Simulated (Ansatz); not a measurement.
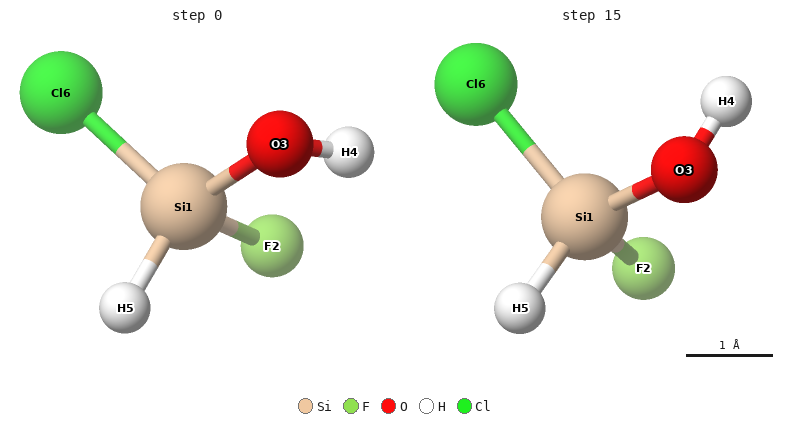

The structure of SiH$_{2}$OClF before (left) and after (right) a relaxation, at one scale.

Style: ball-and-stick. Shown from a free direction.

The run prepares an end point of a later path (reaction) calculation, from a guessed geometry.

The calculation used Ansatz 0.2.0, RKS BLYP/cc-pVDZ. Settings: no spin polarisation; force threshold 0.03 eV/Å; at most 50 steps.

Question: Summarise the run.

Answer: The atom that moves furthest after the best rigid fit is H4 (0.67 Å). By element the largest moves are H 0.67 Å, F 0.43 Å, O 0.32 Å, Cl 0.26 Å, Si 0.16 Å. Some distances before and after: Si1–F2 1.670 → 1.654 Å, Si1–Cl6 2.085 → 2.100 Å, Si1–O3 1.681 → 1.675 Å. Among the angles between lasting bonds that change: Si1–O3–H4 99.5° → 115.7°, F2–Si1–O3 98.5° → 111.1°, O3–Si1–H5 115.1° → 107.3°. Groups turn about Si1–O3 by about 65°. Over 12 accepted moves (15 points after the start) the energy falls by 21.1 kJ/mol. Largest force component: 0.45 eV/Å at the start, 0.0079 eV/Å at the end. The line search rejected the trial steps at points 3, 6, 9 of the run.
